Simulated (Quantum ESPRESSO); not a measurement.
# Voltage at the next charge: Hf(0001), 4 layers, one monolayer of F on fcc sites against an electrode

How the rows were computed: Quantum ESPRESSO 7.5, PBE, GBRV ultrasoft; ESM with bc3, a metal electrode 7.03 Å above the top atoms; cell area 8.868 Å²; ions fixed. V is the potential energy of an electron at the electrode over the slab's Fermi level, divided by e, so that it equals the work function at zero charge; positive charge removes electrons.

```
charge (e a cell)  V (V)
                0  3.873
           0.0133  5.743
           0.0266  7.619
```

To predict: What is V at a charge of 0.0532 e, and what capacitance do the rows imply?

**Worked estimate.** The last two rows give dV/dq = (7.619 − 5.743)/(0.0266 − 0.0133) = 141.1 V/e, so C = 1602/(8.868 × 141.1) = 1.28 µF/cm², an effective gap of 8.854/1.28 = 6.91 Å. At constant C, V = 7.619 + 141.1 × 0.0266 = 11.37 V.

**Check.** V = 11.389 V; the estimate misses by −0.02 V, 0.5 % of the step. Over the three intervals C goes 1.28, 1.28 and 1.27 µF/cm².

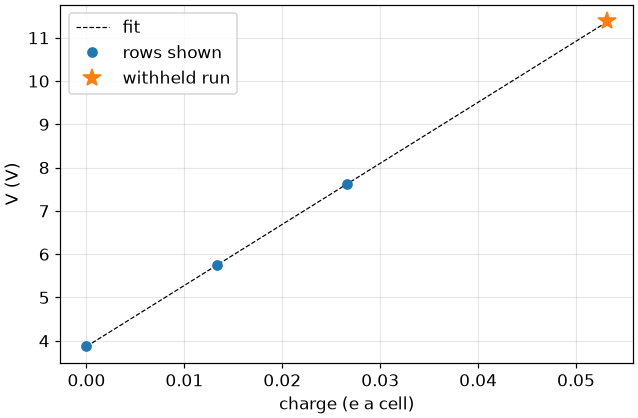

The rows shown, the fit and the withheld run.

Caveats: Vacuum fills the gap; a dielectric or electrolyte would change C. The slab is thin.

[Logs are printed without paths, hosts, clocks, repeated set-up lines and the standing remarks that a program may print on its own settings, such as how far it seeks lower states.]
